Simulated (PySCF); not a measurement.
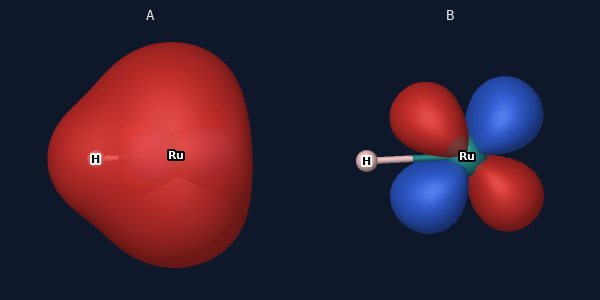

Figure 1: RuH (quartet). Two frontier α-spin orbitals, each drawn at the value that holds 80 % of its norm (red and blue are the two phases), in no order; of a degenerate pair one member is drawn.

Core potentials replace the inner electrons of Ru.

Theory: PySCF 2.14.0, PBE0/def2-TZVPP, non-relativistic Hamiltonian with scalar-relativistic core potentials where named, at a bond length of 1.577 Å.

Name the orbitals and rank them from lowest to highest energy.

Answer. Orbital B: π, occupied in this spin, −6.66 eV; almost wholly on Ru.
Orbital A: σ, occupied in this spin, −6.06 eV; mainly on Ru (90 %).
